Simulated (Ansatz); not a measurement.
## A ladder of methods for BNH4 (BH2(NH2))

The species is BNH4 (6 atoms), meant as a singlet with charge 0. SMILES: `[H]B([H])N`. The shape is that of a GFN2-xTB optimisation.

```xyz
6

B     0.3419    0.5951    0.0037
H     1.3301    0.6743    0.6274
H    -0.0786    1.4968   -0.6141
N    -0.3454   -0.5987   -0.0039
H    -1.1993   -0.7506   -0.5151
H    -0.0488   -1.4170    0.5020
```

Quantity: the energy change with the B1–H2 bond stretched from 1.171 to 2.342 Å, in eV. The values are calculated.

```json
{"level": "SVWN5/STO-3G (restricted)", "kind": "LDA", "program": "Ansatz", "value (eV)": "5.48", "less FCI/STO-3G": "+0.68", "CPU time (all runs)": "1.1 s"}
{"level": "PBE/STO-3G (restricted)", "kind": "GGA", "program": "Ansatz", "value (eV)": "5.28", "less FCI/STO-3G": "+0.48", "CPU time (all runs)": "1.7 s"}
{"level": "BHLYP/STO-3G (restricted)", "kind": "global hybrid", "program": "Ansatz", "value (eV)": "6.32", "less FCI/STO-3G": "+1.52", "CPU time (all runs)": "1.5 s"}
{"level": "r2SCAN0/STO-3G (restricted)", "kind": "hybrid meta-GGA", "program": "Ansatz", "value (eV)": "6.06", "less FCI/STO-3G": "+1.26", "CPU time (all runs)": "3.6 s"}
{"level": "B2PLYP/STO-3G (restricted)", "kind": "double hybrid", "program": "Ansatz", "value (eV)": "5.78", "less FCI/STO-3G": "+0.98", "CPU time (all runs)": "2.1 s"}
{"level": "CCSD(T)/STO-3G (restricted)", "kind": "coupled cluster or CI", "program": "Ansatz", "value (eV)": "4.80", "less FCI/STO-3G": "0.00", "CPU time (all runs)": "0.21 s"}
{"level": "CCSDTQ/STO-3G (restricted)", "kind": "coupled cluster or CI", "program": "Ansatz", "value (eV)": "4.80", "less FCI/STO-3G": "0.00", "CPU time (all runs)": "5.2 s"}
{"level": "FCI/STO-3G", "kind": "exact in the basis", "program": "Ansatz", "value (eV)": "4.80", "less FCI/STO-3G": "0.00", "CPU time (all runs)": "7.4 s"}
```

FCI/STO-3G is exact within its basis and frozen core, so for wave-function methods in that basis the difference is their error; functionals converge differently with the basis, so for them it is only a difference. The first shape isn't each level's own minimum. The values span 4.80 to 6.32 eV. All rows use very small basis sets, so even the best lies far from the true value. CPU times are rough (shared hosts, several kinds of processor): they show what a rung costs within a factor of a few.

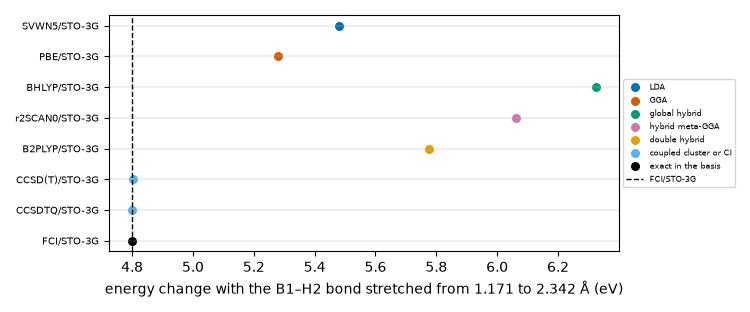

The values of the table, level by level.
